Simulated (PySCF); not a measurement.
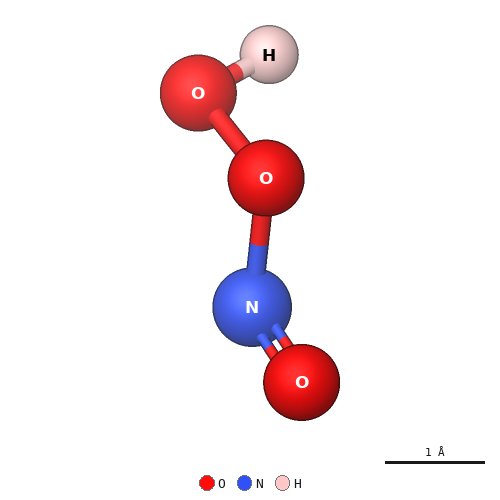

Atoms fade into the background with distance from the viewer. The computed structure is the end point of a PBE0-D3(BJ)/def2-SVP optimisation. No frequency run is at hand to confirm it as a minimum. Masses are those of the most abundant isotopes; constants are for the rigid equilibrium geometry.

> Classify the rotor and give the rotational constants (cm⁻¹).

An asymmetric top (C1): A = 1.97, B = 0.171, C = 0.160 cm⁻¹. Ray's parameter κ is −0.99, close to the prolate limit.
